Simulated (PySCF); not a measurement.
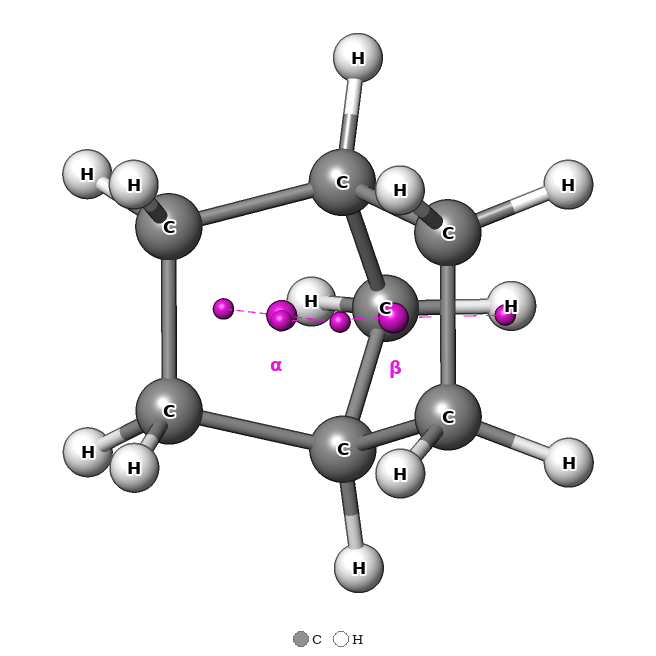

The small points mark where nucleus-independent chemical shifts (NICS) were computed: at the centre of each lettered ring and 1 Å above and below it. The geometry was computed by an optimisation with GFN2-xTB. No frequency run is at hand to confirm it as a minimum. Level of theory: GIAO PBE0/pcSseg-1 NMR shielding, non-relativistic, gas phase (PySCF 2.14.0).

Give NICS(0), NICS(1) and the out-of-plane component NICS(1)zz for each ring (means of the two sides).

| ring | members | NICS(0) | NICS(1) | NICS(1)zz |
| --- | --- | --- | --- | --- |
| α | C5 | −9.1 | −6.8 | −8.6 |
| β | C5 | −9.1 | −6.8 | −8.6 |

Values in ppm.
